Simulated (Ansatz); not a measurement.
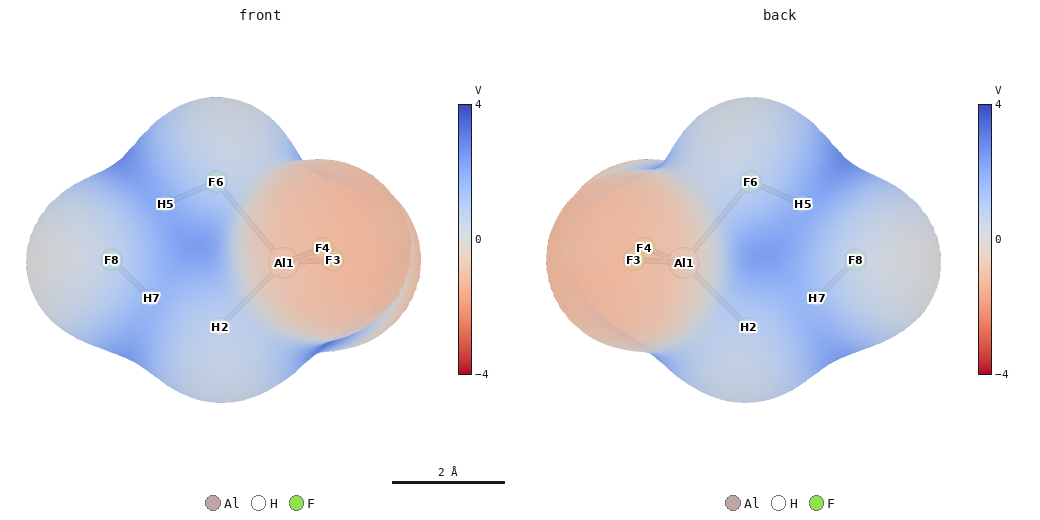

*AlF3H2···HF. The electrostatic potential painted on the density surface at 0.002 e/bohr³, seen from the front and from behind; red is negative and blue positive.*

The reactant side of a reaction path; geometry: PBE0-D4/def2-TZVP.

All numbers below come from Ansatz 0.2.0, RKS PBE0-D4/def2-TZVPP.

```tsv
atom	x (Å)	y (Å)	z (Å)
Al	-0.7472	-0.4709	-0.5736
H	0.4385	0.5100	-1.0999
F	-0.5337	-2.0485	-0.9710
F	-2.2385	0.2131	-0.5961
H	0.5595	0.2102	1.2921
F	-0.2438	-0.3911	1.2426
H	1.2148	0.9370	-0.1093
F	1.5506	1.0404	0.8153
```

Q: Which sites attract a positive test charge, and which a negative one?

A: A positive charge is drawn to the negative regions and a negative charge to the positive ones. The most negative region (about −1.3 V) lies over F3 and F4, the most positive (about +3.0 V) over Al1.
